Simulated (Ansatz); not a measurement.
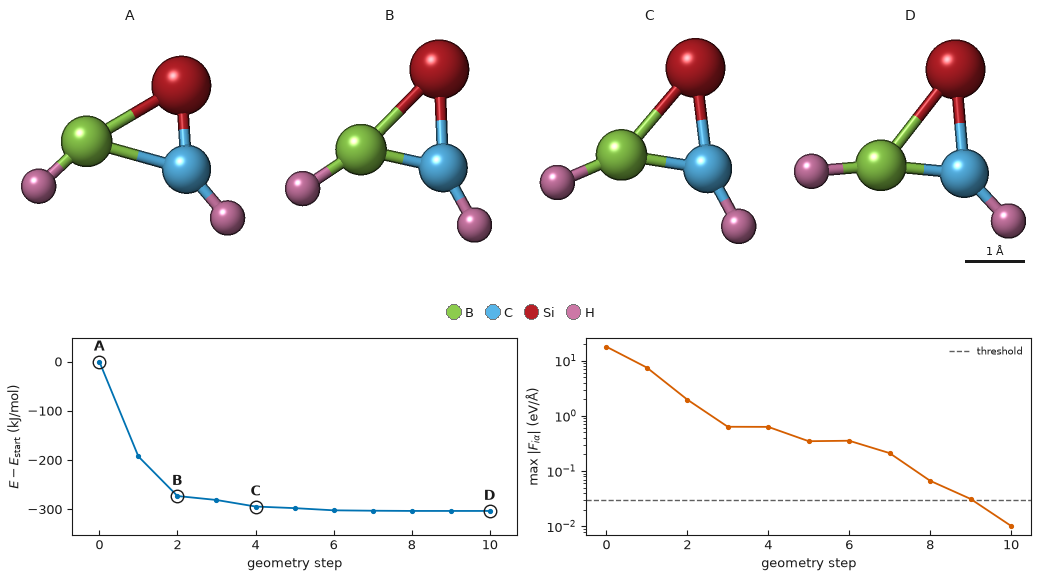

Frames of a relaxation of CH$_{2}$BSi (multiplicity 2), marked on the history of the run. Style: ball-and-stick. Shown at a tilt.

It is one of the separated reactants of a reaction.

These are results of UKS PBE-D4/def2-SVP in Ansatz, not measurements. Settings: force threshold 0.03 eV/Å; at most 250 steps.

Describe the path.

The atom that moves furthest after the best rigid fit is the B atom (0.48 Å). By element the largest moves are B 0.48 Å, Si 0.30 Å, H 0.28 Å, C 0.08 Å. Near-neighbour distances that change, for instance: C–Si 1.449 → 1.804 Å, B–C 1.770 → 1.436 Å, B–Si 1.919 → 2.131 Å, B–H 1.150 → 1.201 Å. Bond angles that change, for instance: C–B–H 121.7° → 169.4°, Si–B–H 167.8° → 133.8°, B–Si–C 61.5° → 41.8°. The energy falls by 303.3 kJ/mol in 10 geometry steps. Largest force component: 18 eV/Å at the start, 0.01 eV/Å at the end. From step 0 to 2: B and Si atoms move most (0.28 Å), energy −273.0 kJ/mol. From step 2 to 4: an H atom moves most (0.14 Å), energy −21.3 kJ/mol. From step 4 to 10: an H atom moves most (0.21 Å), energy −8.97 kJ/mol.

```json
{"step": "0", "E − E(0), kJ/mol": "0.00", "largest force component, eV/Å": "17.8768"}
{"step": "1", "E − E(0), kJ/mol": "-192.66", "largest force component, eV/Å": "7.4883"}
{"step": "2", "E − E(0), kJ/mol": "-272.99", "largest force component, eV/Å": "1.9700"}
{"step": "3", "E − E(0), kJ/mol": "-281.04", "largest force component, eV/Å": "0.6349"}
{"step": "4", "E − E(0), kJ/mol": "-294.34", "largest force component, eV/Å": "0.6319"}
{"step": "5", "E − E(0), kJ/mol": "-297.58", "largest force component, eV/Å": "0.3477"}
{"step": "6", "E − E(0), kJ/mol": "-302.04", "largest force component, eV/Å": "0.3546"}
{"step": "7", "E − E(0), kJ/mol": "-302.85", "largest force component, eV/Å": "0.2116"}
{"step": "8", "E − E(0), kJ/mol": "-303.29", "largest force component, eV/Å": "0.0668"}
{"step": "9", "E − E(0), kJ/mol": "-303.30", "largest force component, eV/Å": "0.0314"}
{"step": "10", "E − E(0), kJ/mol": "-303.30", "largest force component, eV/Å": "0.0102"}
```
